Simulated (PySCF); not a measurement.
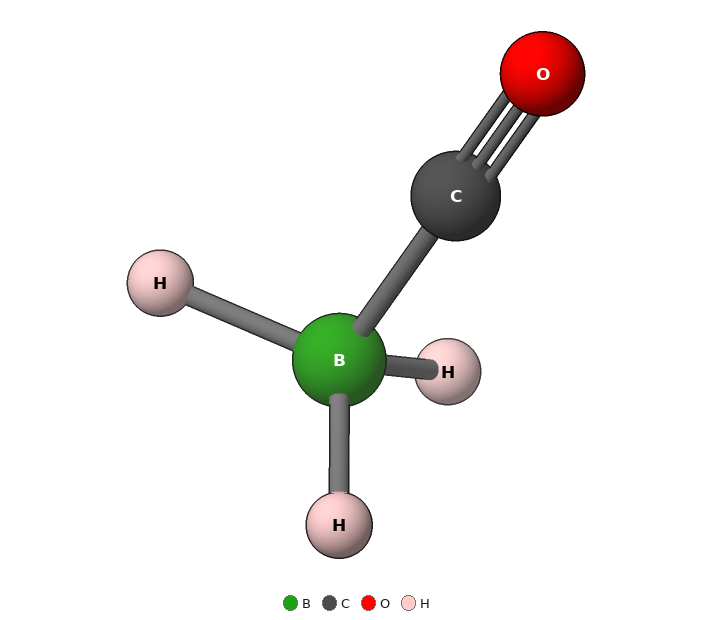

Double and triple bonds are drawn as two and three sticks.

Computed geometry: PBE0-D3(BJ)/def2-SVP optimisation. No frequency run is at hand to confirm it as a minimum.

Description:

Formula CH3BO. Its SMILES string is `[BH3-]C#[O+]`. It has no ring. Among its groups: B–H bond. The point group is C3v. Coordination: 1 B tetrahedral; 1 C linear.

More results for the same structure follow; atom numbers are the same in all pictures, views and colours differ.

## Shape

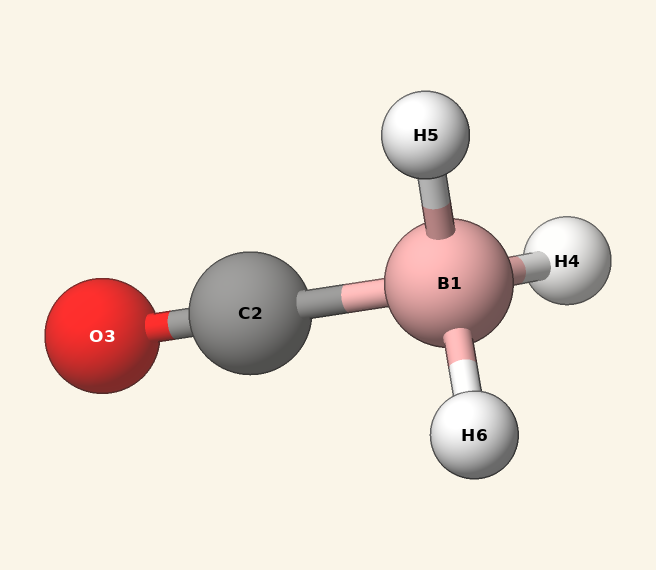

Numbered structure. No frequency run is at hand to confirm it as a minimum.

Which atoms are bonded, and how long are the bonds?

```json
{"bond": "B1–C2", "length (Å)": "1.519", "order": "single"}
{"bond": "B1–H4", "length (Å)": "1.220", "order": "single"}
{"bond": "B1–H5", "length (Å)": "1.220", "order": "single"}
{"bond": "B1–H6", "length (Å)": "1.220", "order": "single"}
{"bond": "C2–O3", "length (Å)": "1.132", "order": "triple"}
```

## Spin–spin coupling

No frequency run is at hand to confirm it as a minimum. Method: CAM-B3LYP/pcJ-1 indirect spin-spin coupling, non-relativistic, gas phase (PySCF 2.14.0). Isotopes: 11B, 13C, 1H, 17O.

Give the spin–spin coupling constants of these pairs, with the number of bonds between them: B1/H4, B1/H5, C2/H6, H4/H6, H5/H6.

| pair | bonds apart | J (Hz) |
| --- | --- | --- |
| B1, H4 | 1 | 112.9 |
| B1, H5 | 1 | 113.0 |
| C2, H6 | 2 | −7.5 |
| H4, H6 | 2 | −26.0 |
| H5, H6 | 2 | −26.0 |

## Electronic properties

No frequency run is at hand to confirm it as a minimum. Properties computed with LDA/pcJ-1, gas phase (PySCF 2.14.0).

Question: Estimate the HOMO–LUMO gap.

Answer: 5.71 eV.

Question: Give the HOMO energy (Kohn–Sham orbital) at this level.

Answer: −8.39 eV.

Question: What is the dipole moment?

Answer: 1.09 D.

## Quadrupole coupling

No frequency run is at hand to confirm it as a minimum. Electric field gradients from the ground-state density, B97-2/pcJ-1 (PySCF 2.14.0), non-relativistic apart from any core potentials.

Give the largest field-gradient component, the quadrupole coupling constant and the asymmetry for 11B at B1 (Q = 40.59 mb), 17O at O3 (Q = −25.6 mb), 2H at H4 (Q = 2.86 mb).

```
atom  V_zz (a.u.)  e²qQ/h (MHz)     η
  B1        0.150          1.43  0.00
  O3       −0.250          1.50  0.00
  H4        0.194         0.130  0.07
```
